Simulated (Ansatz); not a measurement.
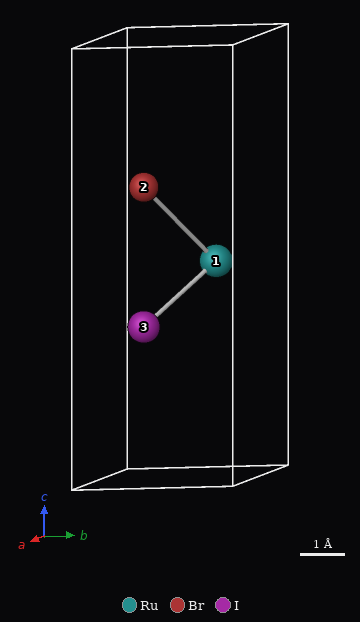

*The structure as given in the input (ball-and-stick view of the cell of the calculation, with the vacuum cut short, seen slightly off an axis; atoms are numbered from 1 in the order of the input). An atom can appear more than once, as a periodic image.*

Near neighbours in the periodic cell (some may lie outside the picture): Ru has 3 Br at 2.89 Å and 3 I at 2.55 Å; Br has 3 Ru at 2.89 Å; I has 3 Ru at 2.55 Å.

RuIBr: geometry relaxation (part 1 of 2)

- system: RuIBr (slab, 3 atoms in the cell)
- method: DFT, PBEsol, plane waves, PAW, no spin polarisation (Ansatz 0.2.0)

The geometry comes from this level: PBE. Figures and captions count atoms from 1; the log counts them from 0 in places.

### Input
```yaml
crystal:
  lattice:
    - [3.7604900975, 0.0, 0.0]
    - [-1.8802450488, 3.2566799551, 0.0]
    - [0.0, 0.0, 30.9649853632]
  atoms:
    - { symbol: Ru, position: [0.3333333333, 0.6666666667, 0.2845756264] }
    - { symbol: Br, position: [0.6666666667, 0.3333333333, 0.3460218656] }
    - { symbol: I, position: [0.6666666667, 0.3333333333, 0.2413551243] }
  periodic: [true, true, false]
kpoints:
  mp_grid: { grid: [12, 12, 1] }
hamiltonian:
  xc: pbesol
scf:
  occupations: { method: fermi_dirac, width: 0.02 }
relax:
  f_tol: 0.005
  cell: {}
output:
  write_density: true
  write_potential: true
  elf: true
  volumetric_format: npy
```

Command:
```bash
ansatz run input.yaml --threads 4 --pin off --max-ram 5529MiB --backend cpu --events-out ev --progress --plain --runs-dir out
```

### Output
```
Engine: ansatz 0.2.0, aarch64-unknown-linux-gnu
Pseudopotentials: kind: paw
Pseudopotential: Ru, paw, valence charge 16, recommended cutoff 420 eV (normal), Ru.paw.azcp
Pseudopotential: Br, paw, valence charge 7, recommended cutoff 420 eV (normal), Br.paw.azcp
Pseudopotential: I, paw, valence charge 17, recommended cutoff 420 eV (normal), I.paw.azcp
Functional definition: PBEsol
  exchange = pbesol_x
  correlation = pbesol_c
Crystal: 3 atoms, lattice volume = 379.219 Å³
Basis set: ecut = 420 eV, 7447 PW (Γ), exchange–correlation on 54×54×432 points (8 copies of the dense FFT grid, shifted against one another)
Bands: 24, of which v1, the nominal top of the filled ones, is band 20 counted from 1 (19 counted from 0)
Symmetry: 6 space group operations
Space group: P3m1 (ITA 156), of the structure as read, at distance tolerance 7.2e-5 Å
k-points: 19 of 144 (time reversal used)
Non-local potential: Ru, projectors of the file, l = 0: 3, l = 1: 2, l = 2: 2, l = 3: 1
Non-local potential: Br, projectors of the file, l = 0: 2, l = 1: 2, l = 2: 2
Non-local potential: I, projectors of the file, l = 0: 2, l = 1: 2, l = 2: 2, l = 3: 2
PAW form: soft (Blöchl's): semilocal exchange-correlation on the pseudo side does not see the compensation charge
PAW frozen core: Ru, regenerated for the run's functional, and the local potential with it (the file was generated under x = pbe(κ = 0.804, μ = 0.2195149727645171), c = pbe(β = 0.06672455060314922))
PAW frozen core: Br, regenerated for the run's functional, and the local potential with it (the file was generated under x = pbe(κ = 0.804, μ = 0.2195149727645171), c = pbe(β = 0.06672455060314922))
PAW frozen core: I, regenerated for the run's functional, and the local potential with it (the file was generated under x = pbe(κ = 0.804, μ = 0.2195149727645171), c = pbe(β = 0.06672455060314922))
PAW one-centre angular grid: Ru, 590 points (default); XC on 64 Gauss nodes
PAW one-centre angular grid: Br, 110 points (default); XC on 64 Gauss nodes
PAW one-centre angular grid: I, 590 points (default); XC on 64 Gauss nodes
Initial density: superposition of atomic densities (neutral atoms: chi_scale 0, normalization atom), corrected by the library's trained network
Initial wavefunctions: pseudopotential atomic-orbital guess
Functional: x = pbesol(κ = 0.804, μ = 0.12345679012345678), c = pbesol(β = 0.046)
SCF iter   1: F=—  HF=-15984.147200 eV  |F-HF|=—  |Δ(HF+E_count)|=         —  Δρ=3.80e-3  dr2=8.15e-2  ethr=1.77e-3  ⟨swp⟩=17.7  Hψ=4030  notcnv=0
preconditioner: auto → Resta (q_TF=auto, 1.875 Å⁻¹)  ε∞=2.3  [insulator: Δε(μ)=0.591 eV  Ē_g=7.764 eV  σ=0.020 eV  W_gap=1.00  n_scr=18 (ndim 8)  ℏωp=8.9 eV  f_vac=0.771  D(μ)=0.00/eV (n_scr^D=0)  ε∞_Penn≈2.3  vacuum switching on, ρ_ref=4.4e-3 e/Å³]
SCF iter   2: F=—  HF=-15984.147572 eV  |F-HF|=—  |Δ(HF+E_count)|=   3.73e-4  Δρ=3.41e-3  dr2=1.08e-1  ethr=2.04e-4  ⟨swp⟩=5.0  Hψ=1287  notcnv=0
SCF iter   3: F=—  HF=-15984.134269 eV  |F-HF|=—  |Δ(HF+E_count)|=   1.33e-2  Δρ=1.03e-3  dr2=4.18e-3  ethr=2.04e-4  ⟨swp⟩=2.6  Hψ=621  notcnv=0
SCF iter   4: F=—  HF=-15984.134868 eV  |F-HF|=—  |Δ(HF+E_count)|=   5.99e-4  Δρ=3.90e-4  dr2=1.45e-3  ethr=1.04e-5  ⟨swp⟩=4.4  Hψ=1082  notcnv=0  defer=1
SCF iter   5: F=—  HF=-15984.134823 eV  |F-HF|=—  |Δ(HF+E_count)|=   4.55e-5  Δρ=1.99e-4  dr2=1.61e-4  ethr=3.63e-6  ⟨swp⟩=3.5  Hψ=800  notcnv=0  defer=1
SCF iter   6: F=—  HF=-15984.134883 eV  |F-HF|=—  |Δ(HF+E_count)|=   6.04e-5  Δρ=7.69e-5  dr2=3.57e-5  ethr=4.03e-7  ⟨swp⟩=3.5  Hψ=1001  notcnv=0
SCF iter   7: F=—  HF=-15984.134990 eV  |F-HF|=—  |Δ(HF+E_count)|=   1.07e-4  Δρ=2.41e-5  dr2=3.51e-6  ethr=8.93e-8  ⟨swp⟩=2.8  Hψ=752  notcnv=0
SCF iter   8: F=—  HF=-15984.134992 eV  |F-HF|=—  |Δ(HF+E_count)|=   1.61e-6  Δρ=6.66e-6  dr2=2.26e-7  ethr=8.78e-9  ⟨swp⟩=3.4  Hψ=960  notcnv=0
SCF iter   9: F=-15984.134992 eV  HF=-15984.134992 eV  |F-HF|=5.97e-9  |Δ(HF+E_count)|=   9.48e-8  Δρ=2.04e-6  dr2=1.77e-8  ethr=2.50e-10  ⟨swp⟩=14.9  Hψ=4328  notcnv=0
SCF 1 converged in 9 iterations: F = -15984.134992 eV  dr2 = 1.77e-8
  greatest PAW one-centre occupation: 0.999 electrons in one spin orbital (limit 2), on the I atom at site 2 (counted from 0), in its partial waves of l = 2
relax step   1: F+E_penalty+E_count = -15984.13499179 eV  Δ(F+E_penalty+E_count) = +0.000e0 eV  max|allowed force component| = 5.162e-1 eV/Å  Δτ_max = 0.0000 Å  P = -2.322 N/m  Ω = 379.219 Å³  fix = [c, alpha, beta]  reactions: c -0.000 N/m  (9 SCF iters, dr2 threshold 1.00e-7 eV, accepted)
Crystal: 3 atoms, lattice volume = 367.692 Å³
Basis set: ecut = 420 eV, 7207 PW (Γ), exchange–correlation on 54×54×432 points (8 copies of the dense FFT grid, shifted against one another)
Initial density: handed on by an earlier stage of this run
Initial wavefunctions: those handed on with the density
iter 1 solved again at ethr=9.35e-5 eV; its pass at ethr=3.10e-3 eV (dr2=3.74e-2 eV) is discarded
SCF iter   1: F=—  HF=-15984.168034 eV  |F-HF|=—  |Δ(HF+E_count)|=         —  Δρ=1.94e-3  dr2=3.79e-2  ethr=9.35e-5  ⟨swp⟩=3.4  Hψ=3914  notcnv=0
preconditioner: auto → Resta (q_TF=auto, 1.885 Å⁻¹)  ε∞=2.3  [insulator: Δε(μ)=0.658 eV  Ē_g=8.025 eV  σ=0.020 eV  W_gap=1.00  n_scr=18 (ndim 8)  ℏωp=9.1 eV  f_vac=0.773  D(μ)=0.00/eV (n_scr^D=0)  ε∞_Penn≈2.3  vacuum switching on, ρ_ref=4.7e-3 e/Å³]
SCF iter   2: F=—  HF=-15984.168967 eV  |F-HF|=—  |Δ(HF+E_count)|=   9.33e-4  Δρ=2.04e-3  dr2=4.31e-2  ethr=9.35e-5  ⟨swp⟩=3.4  Hψ=741  notcnv=0
SCF iter   3: F=—  HF=-15984.163137 eV  |F-HF|=—  |Δ(HF+E_count)|=   5.83e-3  Δρ=7.48e-4  dr2=1.00e-3  ethr=9.35e-5  ⟨swp⟩=2.3  Hψ=691  notcnv=0
SCF iter   4: F=—  HF=-15984.163643 eV  |F-HF|=—  |Δ(HF+E_count)|=   5.06e-4  Δρ=5.86e-4  dr2=2.00e-3  ethr=2.51e-6  ⟨swp⟩=2.9  Hψ=1012  notcnv=0
SCF iter   5: F=—  HF=-15984.163371 eV  |F-HF|=—  |Δ(HF+E_count)|=   2.72e-4  Δρ=1.56e-4  dr2=3.81e-4  ethr=2.51e-6  ⟨swp⟩=3.3  Hψ=802  notcnv=0
SCF iter   6: F=—  HF=-15984.163328 eV  |F-HF|=—  |Δ(HF+E_count)|=   4.27e-5  Δρ=1.13e-4  dr2=5.75e-5  ethr=9.52e-7  ⟨swp⟩=2.2  Hψ=627  notcnv=0
SCF iter   7: F=—  HF=-15984.163416 eV  |F-HF|=—  |Δ(HF+E_count)|=   8.79e-5  Δρ=5.78e-5  dr2=2.27e-5  ethr=1.44e-7  ⟨swp⟩=2.9  Hψ=883  notcnv=0
SCF iter   8: F=—  HF=-15984.163413 eV  |F-HF|=—  |Δ(HF+E_count)|=   2.84e-6  Δρ=2.80e-5  dr2=4.90e-6  ethr=5.67e-8  ⟨swp⟩=1.8  Hψ=578  notcnv=0
SCF iter   9: F=-15984.163413 eV  HF=-15984.163413 eV  |F-HF|=2.81e-8  |Δ(HF+E_count)|=   6.11e-7  Δρ=2.32e-6  dr2=4.18e-8  ethr=7.50e-10  ⟨swp⟩=14.3  Hψ=4913  notcnv=0
SCF 2 converged in 9 iterations: F = -15984.163413 eV  dr2 = 4.18e-8
relax step   2: F+E_penalty+E_count = -15984.16341277 eV  Δ(F+E_penalty+E_count) = -2.842e-2 eV  max|allowed force component| = 6.438e-1 eV/Å  Δτ_max = 0.0492 Å  P = +0.345 N/m  Ω = 367.692 Å³  energy of the carried Pulay correction = +3.824e-4 eV  fix = [c, alpha, beta]  reactions: c +0.000 N/m  (9 SCF iters, dr2 threshold 3.00e-7 eV, accepted)
Crystal: 3 atoms, lattice volume = 364.527 Å³
Basis set: ecut = 420 eV, 7111 PW (Γ), exchange–correlation on 54×54×432 points (8 copies of the dense FFT grid, shifted against one another)
iter 1 solved again at ethr=3.85e-5 eV; its pass at ethr=3.10e-3 eV (dr2=1.54e-2 eV) is discarded
SCF iter   1: F=—  HF=-15984.178503 eV  |F-HF|=—  |Δ(HF+E_count)|=         —  Δρ=2.04e-3  dr2=1.57e-2  ethr=3.85e-5  ⟨swp⟩=3.3  Hψ=3719  notcnv=0
preconditioner: auto → Resta (q_TF=auto, 1.888 Å⁻¹)  ε∞=2.3  [insulator: Δε(μ)=0.547 eV  Ē_g=7.994 eV  σ=0.020 eV  W_gap=1.00  n_scr=18 (ndim 8)  ℏωp=9.1 eV  f_vac=0.771  D(μ)=0.00/eV (n_scr^D=0)  ε∞_Penn≈2.3  vacuum switching on, ρ_ref=4.6e-3 e/Å³]
SCF iter   2: F=—  HF=-15984.177128 eV  |F-HF|=—  |Δ(HF+E_count)|=   1.37e-3  Δρ=1.20e-3  dr2=1.24e-2  ethr=3.85e-5  ⟨swp⟩=4.3  Hψ=846  notcnv=0
SCF iter   3: F=—  HF=-15984.175943 eV  |F-HF|=—  |Δ(HF+E_count)|=   1.19e-3  Δρ=7.23e-4  dr2=1.52e-3  ethr=3.10e-5  ⟨swp⟩=3.2  Hψ=662  notcnv=0
SCF iter   4: F=—  HF=-15984.175871 eV  |F-HF|=—  |Δ(HF+E_count)|=   7.16e-5  Δρ=2.86e-4  dr2=2.82e-4  ethr=3.79e-6  ⟨swp⟩=2.4  Hψ=824  notcnv=0
SCF iter   5: F=—  HF=-15984.175965 eV  |F-HF|=—  |Δ(HF+E_count)|=   9.37e-5  Δρ=1.65e-4  dr2=1.70e-4  ethr=7.05e-7  ⟨swp⟩=2.7  Hψ=736  notcnv=0
SCF iter   6: F=—  HF=-15984.175944 eV  |F-HF|=—  |Δ(HF+E_count)|=   2.06e-5  Δρ=3.16e-5  dr2=8.32e-6  ethr=4.25e-7  ⟨swp⟩=2.5  Hψ=630  notcnv=0
SCF iter   7: F=—  HF=-15984.175943 eV  |F-HF|=—  |Δ(HF+E_count)|=   1.54e-6  Δρ=1.30e-5  dr2=5.89e-7  ethr=2.08e-8  ⟨swp⟩=3.2  Hψ=841  notcnv=0
SCF iter   8: F=-15984.175943 eV  HF=-15984.175943 eV  |F-HF|=1.70e-8  |Δ(HF+E_count)|=   2.55e-8  Δρ=4.27e-6  dr2=3.92e-8  ethr=7.50e-10  ⟨swp⟩=15.6  Hψ=4546  notcnv=0
SCF 3 converged in 8 iterations: F = -15984.175943 eV  dr2 = 3.92e-8
relax step   3: F+E_penalty+E_count = -15984.17594282 eV  Δ(F+E_penalty+E_count) = -1.253e-2 eV  max|allowed force component| = 1.756e-1 eV/Å  Δτ_max = 0.0370 Å  P = +0.070 N/m  Ω = 364.527 Å³  energy of the carried Pulay correction = +4.895e-4 eV  fix = [c, alpha, beta]  reactions: c +0.000 N/m  (8 SCF iters, dr2 threshold 3.00e-7 eV, accepted)
Crystal: 3 atoms, lattice volume = 365.736 Å³
Basis set: ecut = 420 eV, 7147 PW (Γ), exchange–correlation on 54×54×432 points (8 copies of the dense FFT grid, shifted against one another)
iter 1 solved again at ethr=2.88e-6 eV; its pass at ethr=3.10e-3 eV (dr2=1.15e-3 eV) is discarded
SCF iter   1: F=—  HF=-15984.177044 eV  |F-HF|=—  |Δ(HF+E_count)|=         —  Δρ=8.29e-4  dr2=1.24e-3  ethr=2.88e-6  ⟨swp⟩=3.2  Hψ=3553  notcnv=0
preconditioner: auto → Resta (q_TF=auto, 1.887 Å⁻¹)  ε∞=2.3  [insulator: Δε(μ)=0.556 eV  Ē_g=7.953 eV  σ=0.020 eV  W_gap=1.00  n_scr=18 (ndim 8)  ℏωp=9.1 eV  f_vac=0.771  D(μ)=0.00/eV (n_scr^D=0)  ε∞_Penn≈2.3  vacuum switching on, ρ_ref=4.6e-3 e/Å³]
SCF iter   2: F=—  HF=-15984.176931 eV  |F-HF|=—  |Δ(HF+E_count)|=   1.12e-4  Δρ=4.89e-4  dr2=8.05e-4  ethr=2.88e-6  ⟨swp⟩=3.0  Hψ=809  notcnv=0
SCF iter   3: F=—  HF=-15984.176849 eV  |F-HF|=—  |Δ(HF+E_count)|=   8.25e-5  Δρ=2.95e-4  dr2=2.20e-4  ethr=2.01e-6  ⟨swp⟩=2.8  Hψ=720  notcnv=0
SCF iter   4: F=—  HF=-15984.176918 eV  |F-HF|=—  |Δ(HF+E_count)|=   6.92e-5  Δρ=1.37e-4  dr2=4.71e-5  ethr=5.50e-7  ⟨swp⟩=1.8  Hψ=550  notcnv=0
SCF iter   5: F=—  HF=-15984.176916 eV  |F-HF|=—  |Δ(HF+E_count)|=   2.41e-6  Δρ=3.55e-5  dr2=1.06e-5  ethr=1.18e-7  ⟨swp⟩=3.0  Hψ=763  notcnv=0
SCF iter   6: F=—  HF=-15984.176915 eV  |F-HF|=—  |Δ(HF+E_count)|=   8.54e-7  Δρ=1.11e-5  dr2=3.64e-7  ethr=2.65e-8  ⟨swp⟩=2.3  Hψ=634  notcnv=0
SCF iter   7: F=-15984.176915 eV  HF=-15984.176915 eV  |F-HF|=2.42e-7  |Δ(HF+E_count)|=   6.52e-8  Δρ=7.65e-6  dr2=2.71e-7  ethr=7.50e-10  ⟨swp⟩=15.9  Hψ=4592  notcnv=0
SCF 4 converged in 7 iterations: F = -15984.176915 eV  dr2 = 2.71e-7
relax step   4: F+E_penalty+E_count = -15984.17691450 eV  Δ(F+E_penalty+E_count) = -9.717e-4 eV  max|allowed force component| = 9.886e-3 eV/Å  Δτ_max = 0.0072 Å  P = -0.029 N/m  Ω = 365.736 Å³  energy of the carried Pulay correction = +4.485e-4 eV  fix = [c, alpha, beta]  reactions: c -0.000 N/m  (7 SCF iters, dr2 threshold 3.00e-7 eV, accepted)
Crystal: 3 atoms, lattice volume = 365.611 Å³
iter 1 solved again at ethr=3.13e-8 eV; its pass at ethr=3.10e-3 eV (dr2=1.25e-5 eV) is discarded
SCF iter   1: F=—  HF=-15984.176838 eV  |F-HF|=—  |Δ(HF+E_count)|=         —  Δρ=5.08e-5  dr2=1.22e-5  ethr=3.13e-8  ⟨swp⟩=3.8  Hψ=3486  notcnv=0
preconditioner: auto → Resta (q_TF=auto, 1.887 Å⁻¹)  ε∞=2.3  [insulator: Δε(μ)=0.559 eV  Ē_g=7.961 eV  σ=0.020 eV  W_gap=1.00  n_scr=18 (ndim 8)  ℏωp=9.1 eV  f_vac=0.771  D(μ)=0.00/eV (n_scr^D=0)  ε∞_Penn≈2.3  vacuum switching on, ρ_ref=4.6e-3 e/Å³]
SCF iter   2: F=—  HF=-15984.176823 eV  |F-HF|=—  |Δ(HF+E_count)|=   1.50e-5  Δρ=4.24e-5  dr2=1.44e-5  ethr=3.05e-8  ⟨swp⟩=2.6  Hψ=647  notcnv=0
SCF iter   3: F=—  HF=-15984.176827 eV  |F-HF|=—  |Δ(HF+E_count)|=   4.11e-6  Δρ=1.66e-5  dr2=5.90e-7  ethr=3.05e-8  ⟨swp⟩=2.7  Hψ=615  notcnv=0
SCF iter   4: F=—  HF=-15984.176930 eV  |F-HF|=—  |Δ(HF+E_count)|=   1.03e-4  Δρ=2.89e-6  dr2=1.92e-8  ethr=1.48e-9  ⟨swp⟩=3.5  Hψ=927  notcnv=0
SCF iter   5: F=—  HF=-15984.176930 eV  |F-HF|=—  |Δ(HF+E_count)|=   5.69e-9  Δρ=1.53e-6  dr2=3.01e-8  ethr=1.53e-11  ⟨swp⟩=14.2  Hψ=4055  notcnv=0
SCF iter   6: F=-15984.176930 eV  HF=-15984.176930 eV  |F-HF|=1.00e-9  |Δ(HF+E_count)|=   2.85e-9  Δρ=4.08e-7  dr2=7.13e-10  ethr=1.53e-11  ⟨swp⟩=10.3  Hψ=3583  notcnv=0
SCF 5 converged in 6 iterations: F = -15984.176930 eV  dr2 = 7.13e-10
relax step   5: F+E_penalty+E_count = -15984.17692998 eV  Δ(F+E_penalty+E_count) = -1.548e-5 eV  max|allowed force component| = 5.614e-4 eV/Å  Δτ_max = 0.0009 Å  P = +0.001 N/m  Ω = 365.611 Å³  energy of the carried Pulay correction = +4.527e-4 eV  fix = [c, alpha, beta]  reactions: c +0.000 N/m  (6 SCF iters, dr2 threshold 6.11e-9 eV, accepted)
Basis set: ecut = 420 eV, 7147 PW (Γ), exchange–correlation on 50×50×432 points (8 copies of the dense FFT grid, shifted against one another)
Initial wavefunctions: pseudopotential atomic-orbital guess (no wavefunctions were taken with the density)
iter 1 solved again at ethr=1.20e-6 eV; its pass at ethr=3.10e-3 eV (dr2=4.80e-4 eV) is discarded
```
